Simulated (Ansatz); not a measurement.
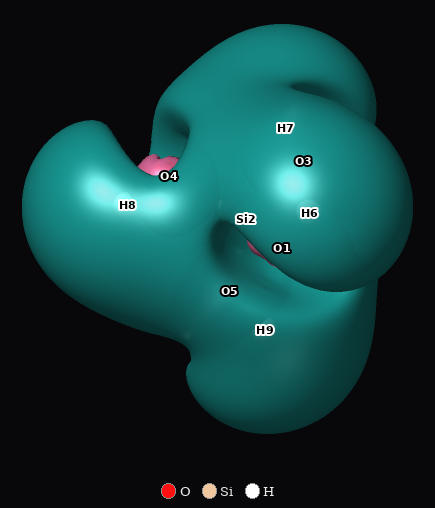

The picture shows: H₄O₄Si (SMILES O[Si](O)(O)O). The LUMO at ±0.05 Å⁻³ᐟ² (teal and pink are the two phases), seen at a tilt.

Geometry: PBE0-D4/def2-TZVP.

Method: Ansatz, isolated molecule in a Gaussian basis; Kohn-Sham density functional theory, functional B3LYP.

Input file:

```
basis:
  gaussian: {orbitals: x2c-TZVPall.json}
crystal:
  periodic: [false, false, false]
  atoms:
    - {symbol: O, position_ang: [-0.969050, 0.776350, -1.057560]}
    - {symbol: Si, position_ang: [0.000010, 0.000030, -0.000040]}
    - {symbol: O, position_ang: [1.527610, 0.433680, -0.372150]}
    - {symbol: O, position_ang: [-0.043140, -1.629280, -0.059900]}
    - {symbol: O, position_ang: [-0.515400, 0.419370, 1.489460]}
    - {symbol: H, position_ang: [-0.639460, 0.869750, -1.952330]}
    - {symbol: H, position_ang: [2.226280, -0.135170, -0.046190]}
    - {symbol: H, position_ang: [-0.768040, -2.056130, 0.398680]}
    - {symbol: H, position_ang: [-0.818790, 1.321420, 1.600040]}
hamiltonian: {xc: {name: B3LYP, parameters: {a0: 0.1}}}
output: {orbitals: {seedname: orbitals}}
```

Launched as:

```sh
ansatz run molecule.yaml --threads 1 --pin off --max-ram 3480MiB --events-out events.jsonl --progress --plain --runs-dir runs
```

Q: Where does this orbital lie, and at what energy?

A: It lies mainly on Si2 (about 20 %), H6 (about 10 %), H7 (about 10 %), H8 (about 10 %), H9 (about 10 %), O1 (about 5 %), O3 (about 5 %), O4 (about 5 %) and O5 (about 5 %). Its energy is −0.25 eV.
